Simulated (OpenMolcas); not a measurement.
**InHF2 (SMILES [F][InH][F]), step by step**

Aim: the energy (HF/ANO-R0), then a single-point energy (CASSCF(2,2)/ANO-R1), then the energy along one coordinate (CASPT2(2,2)/ANO-R1), then an energy scan (SC-NEVPT2(2,2)/ANO-R1), then an energy scan (MC-PDFT[tPBE](2,2)/ANO-R1) of InHF2. 

Program for the calculation: OpenMolcas 26.06.

## Step 1: The molecule

InHF2 has 4 atoms, charge 0, and is taken as a singlet. As SMILES, `[F][InH][F]`. The shape is that of a PBE0-D4/def2-TZVP optimisation.

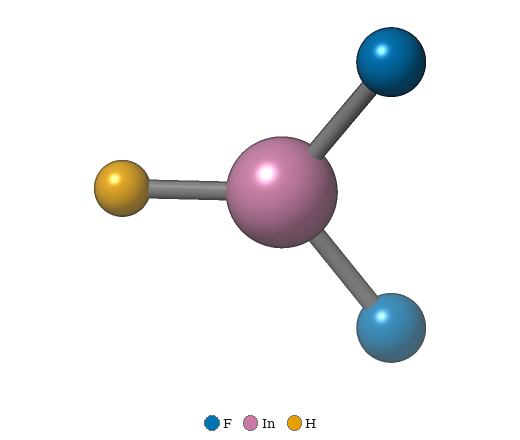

The structure, seen from a chosen angle (fluorine blue, indium pink, hydrogen amber).

## Step 2: The energy at HF/ANO-R0 (sfX2C) (run 1)

mol.xyz reads:

```xyz
4

F     -1.694300    -0.668800     0.241700
In     0.043800     0.113800    -0.088400
F      1.340800    -1.004700     0.811200
H      0.365400     1.499400    -0.984800
```

step1.inp reads:

```
&GATEWAY
Coord=mol.xyz
Basis=ANO-R0
Group=NoSym
&SEWARD
&SCF
PrOrbitals=0
&LOCALISATION
Occupied
Freeze
Pipek-Mezey
&LOCALISATION
FileOrb=$Project.LocOrb
Virtual
Pipek-Mezey
```

The run is started by

```console
export MOLCAS_MEM=1860
pymolcas step1.inp > step1.log
```

What it wrote:

```text
--- Start Module: gateway ---
[...]
--- Stop Module: gateway /rc=_RC_ALL_IS_WELL_ ---
[...]
      Basis functions           38
[...]
       Convergence after  12 Iterations
[...]
::    Total SCF energy                              -6077.6117981238
[...]
      Total spin, S                                     0.0000000000
[...]
      Total electronic charge=   68.000000
      Total            charge=   -0.000000
[...]
      Dipole Moment (debye):
      Origin of the operator (angstrom)=   -0.0085   -0.1118    0.0575
                   X= -1.6192E-01               Y= -6.9665E-01               Z=  4.5095E-01           Total=  8.4551E-01
      Quadrupole Moment (debye*angstrom):
[...]
--- Start Module: localisation ---
[...]
--- Stop Module: localisation /rc=_RC_ALL_IS_WELL_ ---
--- Start Module: localisation ---
[...]
--- Stop Module: localisation /rc=_RC_ALL_IS_WELL_ ---
[...]
```

Run time: 3.6 s. Hardware: 1 thread of Arm Neoverse V2, shared host; peak memory 0.42 GiB.

## Step 3: The energy at CASSCF(2,2)/ANO-R1 (sfX2C, RICD fitting) (run 2)

mol.xyz is that of step 2.

step2.input reads:

```
>>> EXPORT MOLCAS_PRINT=2
&GATEWAY
Coord
mol.xyz
Basis
ANO-R0
Group
NoSym
&SEWARD
&RASSCF
FileOrb
$CurrDir/step1.LocOrb
Alter
2
1 33 34
1 35 38
Spin
1
Nactel
2 0 0
Inactive
33
Ras2
2
OrbListing
Nothing
>>> COPY $Project.RunFile RUNFIL1
>>> COPY $Project.RasOrb INPORB
&GATEWAY
Coord
mol.xyz
Basis
ANO-R1
Group
NoSym
RICD
&SEWARD
>>> COPY $Project.RunFile RUNFIL2
&EXPBAS
&RASSCF
FileOrb
$Project.ExpOrb
Spin
1
Nactel
2 0 0
Inactive
33
Ras2
2
OrbListing
Nothing
```

The run is started by

```console
export MOLCAS_MEM=1860
pymolcas step2.input > step2.log
```

What it wrote:

```text
--- Start Module: gateway ---
[...]
--- Stop Module: gateway /rc=_RC_ALL_IS_WELL_ ---
[...]
      Basis functions           38
[...]
      Number of active orbitals                  2
[...]
      Spin quantum number                      0.0
[...]
      Active orbitals                            2
[...]
      Number of CSFs                             3
[...]
      Number of root(s) required                 1
[...]
      Convergence after 17 iterations
[...]
      printout of CI-coefficients larger than  0.05 for root  1
      energy=   -6077.639828
      conf/sym  11     Coeff  Weight
             1  20   0.97958 0.95958
             3  02  -0.20104 0.04042
      Natural orbitals and occupation numbers for root  1
      sym 1:   1.919164   0.080836
      ************************************************************************************************************************
      *                                                    Final results                                                     *
[...]
::    RASSCF root number  1 Total energy:  -6077.63982774
[...]
      Basis functions           76
[...]
--- Start Module: expbas ---
[...]
--- Stop Module: expbas /rc=_RC_ALL_IS_WELL_ ---
--- Start Module: rasscf ---
[...]
      Convergence after 20 iterations
[...]
      Natural orbitals and occupation numbers for root  1
      sym 1:   1.978414   0.021586
      ************************************************************************************************************************
      *                                                    Final results                                                     *
[...]
::    RASSCF root number  1 Total energy:  -6078.05202830
[...]
      Total electronic charge=   68.000000
      Total            charge=   -0.000000
[...]
      Dipole Moment (debye):
      Origin of the operator (angstrom)=   -0.0085   -0.1118    0.0575
                   X=  4.5419E-01               Y=  2.9267E+00               Z= -1.9183E+00           Total=  3.5288E+00
      Quadrupole Moment (debye*angstrom):
[...]
--- Stop Module: rasscf /rc=_RC_ALL_IS_WELL_ ---
[...]
```

Wall time 15 s (1 thread of Arm Neoverse V2, shared host); peak memory 0.42 GiB.

## Step 4: The energy along one coordinate at CASPT2(2,2)/ANO-R1 (sfX2C, RICD fitting, ipea shift 0.25 Eh, pt2 variant SS) (run 3)

step3.inp reads:

```
* F2HIn CASPT2
>>> COPY $CurrDir/step2.RasOrb $Project.RasOrb
>>> ForEach K in (1, 2, 3, 4, 5, 6, 7, 8, 9)

&GATEWAY
  Coord
  $CurrDir/point$K.xyz
  Basis
  ANO-R1
  Group
  NoSym
  RICD

&SEWARD

&RASSCF
  FileOrb
  $Project.RasOrb
  Spin
  1
  Nactel
  2 0 0
  Inactive
  33
  Ras2
  2
  OrbListing
  Nothing

&CASPT2
  Imaginary
  0.2
  Frozen
  20
>>> EndDo
```

The run is started by

```console
export MOLCAS_MEM=1860
pymolcas step3.inp > step3.log
```

What it wrote, shortened:

```text
[...]
      Basis functions           76
[...]
      Number of active orbitals                  2
[...]
      Spin quantum number                      0.0
[...]
      Active orbitals                            2
[...]
      Number of CSFs                             3
[...]
      Number of root(s) required                 1
[...]
      Convergence after 16 iterations
[...]
      Natural orbitals and occupation numbers for root  1
      sym 1:   1.985632   0.014368
      ************************************************************************************************************************
      *                                                    Final results                                                     *
[...]
::    RASSCF root number  1 Total energy:  -6078.03132063
[...]
      E2 (Variational):          -0.7478761798
[...]
::    CASPT2 Root  1     Total energy:  -6078.77919681
[...]
      Convergence after 15 iterations
[...]
      Natural orbitals and occupation numbers for root  1
      sym 1:   1.978393   0.021607
      ************************************************************************************************************************
      *                                                    Final results                                                     *
[...]
      Convergence after 22 iterations
[...]
      Natural orbitals and occupation numbers for root  1
      sym 1:   1.510423   0.489577
      ************************************************************************************************************************
      *                                                    Final results                                                     *
[...]
      Convergence after 10 iterations
[...]
      Natural orbitals and occupation numbers for root  1
      sym 1:   1.249020   0.750980
      ************************************************************************************************************************
      *                                                    Final results                                                     *
[...]
      Convergence after 10 iterations
[...]
::    RASSCF root number  1 Total energy:  -6077.91976619
[...]
::    CASPT2 Root  1     Total energy:  -6078.63395541
[...]
      Convergence after  9 iterations
[...]
::    RASSCF root number  1 Total energy:  -6077.91924923
[...]
      E2 (Variational):          -0.7137368295
[...]
::    CASPT2 Root  1     Total energy:  -6078.63298606
[...]
```

It took 98 s on 1 thread of Arm Neoverse V2, shared host; peak memory 0.28 GiB.

The scan, from its lowest point:

```csv
In2–F1 (Å),energy (kJ/mol)
1.741,40.5
1.935,0.0
2.128,43.5
2.418,149.9
2.805,280.0
3.289,375.8
3.869,412.2
4.643,421.8
5.804,424.4
```

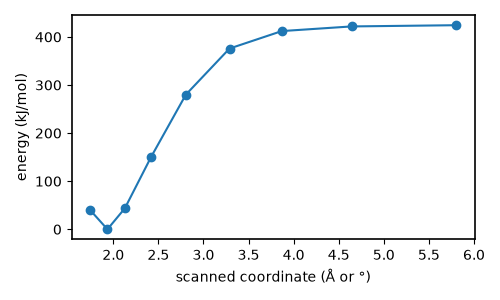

Energy along the scan.

## Step 5: The energy along one coordinate at SC-NEVPT2(2,2)/ANO-R1 (sfX2C, RICD fitting, pt2 variant SC-NEVPT2) (run 4)

step4.input reads:

```
>>> EXPORT MOLCAS_PRINT=2
>>> COPY $CurrDir/step2.RasOrb $Project.RasOrb
>>> ForEach K in (1, 2, 3, 4, 5, 6, 7, 8, 9)

&GATEWAY
  Coord
  $CurrDir/point$K.xyz
  Basis
  ANO-R1
  Group
  NoSym
  RICD

&SEWARD

&RASSCF
  FileOrb
  $Project.RasOrb
  Spin
  1
  Nactel
  2 0 0
  Inactive
  33
  Ras2
  2
  OrbListing
  Nothing

&CASPT2
  SC-NEVPT2
  Frozen
  20
>>> EndDo
```

The run is started by

```console
export MOLCAS_MEM=1860
pymolcas step4.input > step4.log
```

What it wrote, shortened:

```text
[...]
      Basis functions           76
[...]
      Number of active orbitals                  2
[...]
      Spin quantum number                      0.0
[...]
      Active orbitals                            2
[...]
      Number of CSFs                             3
[...]
      Number of root(s) required                 1
[...]
      Convergence after 16 iterations
[...]
      Natural orbitals and occupation numbers for root  1
      sym 1:   1.985632   0.014368
      ************************************************************************************************************************
      *                                                    Final results                                                     *
[...]
::    RASSCF root number  1 Total energy:  -6078.03132063
[...]
      E2 (Variational):          -0.7476225757
[...]
::    SC-NEVPT2 Root  1     Total energy:  -6078.77880612
[...]
      Convergence after 15 iterations
[...]
      Natural orbitals and occupation numbers for root  1
      sym 1:   1.978393   0.021607
      ************************************************************************************************************************
      *                                                    Final results                                                     *
[...]
      Convergence after 22 iterations
[...]
      Natural orbitals and occupation numbers for root  1
      sym 1:   1.510423   0.489577
      ************************************************************************************************************************
      *                                                    Final results                                                     *
[...]
      Convergence after 10 iterations
[...]
      Natural orbitals and occupation numbers for root  1
      sym 1:   1.249020   0.750980
      ************************************************************************************************************************
      *                                                    Final results                                                     *
[...]
      Convergence after 10 iterations
[...]
::    RASSCF root number  1 Total energy:  -6077.91976619
[...]
::    SC-NEVPT2 Root  1     Total energy:  -6078.63110281
[...]
      Convergence after  9 iterations
[...]
::    RASSCF root number  1 Total energy:  -6077.91924923
[...]
      E2 (Variational):          -0.7109434253
[...]
::    SC-NEVPT2 Root  1     Total energy:  -6078.63019266
[...]
```

Wall time 97 s (1 thread of Arm Neoverse V2, shared host); peak memory 0.28 GiB.

The scan, from its lowest point:

```csv
In2–F1 (Å),energy (kJ/mol)
1.741,46.1
1.935,0.0
2.128,40.2
2.418,145.8
2.805,284.2
3.289,387.8
3.869,424.7
4.643,433.9
5.804,436.3
```

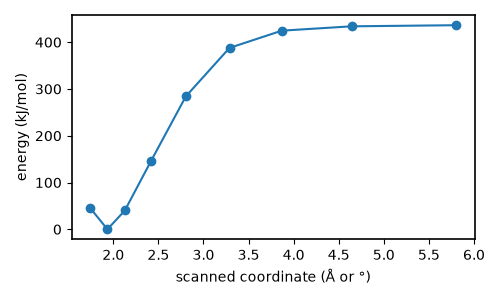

Energy along the scan.

## Step 6: An energy scan at MC-PDFT[tPBE](2,2)/ANO-R1 (sfX2C, RICD fitting) (run 5)

step5.inp reads:

```
* F2HIn MC-PDFT
>>> COPY $CurrDir/step2.RasOrb $Project.RasOrb
>>> ForEach K in (1, 2, 3, 4, 5, 6, 7, 8, 9)

&GATEWAY
 Coord=$CurrDir/point$K.xyz
 Basis=ANO-R1
 Group=NoSym
 RICD

&SEWARD

&RASSCF
 FileOrb=$Project.RasOrb
 Spin=1
 Nactel=2 0 0
 Inactive=33
 Ras2=2
 OrbListing=Nothing

&MCPDFT
 KSDFT=T:PBE
>>> EndDo
```

The run is started by

```console
export MOLCAS_MEM=1860
pymolcas step5.inp > step5.log
```

What it wrote, shortened:

```text
--- Start Module: gateway ---
[...]
      Basis functions           76
[...]
      Number of active orbitals                  2
[...]
      Spin quantum number                      0.0
[...]
      Active orbitals                            2
[...]
      Number of CSFs                             3
[...]
      Number of root(s) required                 1
[...]
      Convergence after 16 iterations
[...]
      Natural orbitals and occupation numbers for root  1
      sym 1:   1.985632   0.014368
      ************************************************************************************************************************
      *                                                    Final results                                                     *
[...]
::    RASSCF root number  1 Total energy:  -6078.03132063
[...]
::    MCPDFT root number  1 Total energy:  -6080.87138946
[...]
      Convergence after 15 iterations
[...]
      Natural orbitals and occupation numbers for root  1
      sym 1:   1.978393   0.021607
      ************************************************************************************************************************
      *                                                    Final results                                                     *
[...]
      Convergence after 22 iterations
[...]
      Natural orbitals and occupation numbers for root  1
      sym 1:   1.510423   0.489577
      ************************************************************************************************************************
      *                                                    Final results                                                     *
[...]
      Convergence after 10 iterations
[...]
      Natural orbitals and occupation numbers for root  1
      sym 1:   1.249020   0.750980
      ************************************************************************************************************************
      *                                                    Final results                                                     *
[...]
      Convergence after 10 iterations
[...]
::    RASSCF root number  1 Total energy:  -6077.91976619
[...]
::    MCPDFT root number  1 Total energy:  -6080.72036592
[...]
      Convergence after  9 iterations
[...]
::    RASSCF root number  1 Total energy:  -6077.91924923
[...]
      Total electronic charge=   68.000000
      Total            charge=   -0.000000
[...]
::    MCPDFT root number  1 Total energy:  -6080.71922250
[...]
```

Run time: 98 s. Hardware: 1 thread of Arm Neoverse V2, shared host; peak memory 0.28 GiB.

The scan, from its lowest point:

```csv
In2–F1 (Å),energy (kJ/mol)
1.741,55.0
1.935,0.0
2.128,31.4
2.418,121.2
2.805,245.4
3.289,374.5
3.869,435.0
4.643,451.5
5.804,454.5
```

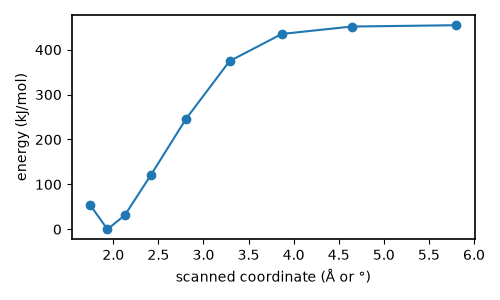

Energy along the scan.

## Step 7: Outcome

| quantity | value |
| --- | --- |
| run 1, HF/ANO-R0: total energy | -6077.61180 Eh |
| run 1, HF/ANO-R0: dipole moment | 0.85 D |
| run 1, HF/ANO-R0: HOMO energy | -11.53 eV |
| run 1, HF/ANO-R0: LUMO energy | 0.77 eV |
| run 1, HF/ANO-R0: HOMO–LUMO gap | 12.30 eV |
| run 2, CASSCF(2,2)/ANO-R1: total energy | -6078.05203 Eh |
| run 2, CASSCF(2,2)/ANO-R1: dipole moment (CASSCF density) | 3.53 D |
| run 3, CASPT2(2,2)/ANO-R1: lowest energy of the scan | -6078.79462 Eh |
| run 4, SC-NEVPT2(2,2)/ANO-R1: lowest energy of the scan | -6078.79638 Eh |
| run 5, MC-PDFT[tPBE](2,2)/ANO-R1: lowest energy of the scan | -6080.89234 Eh |
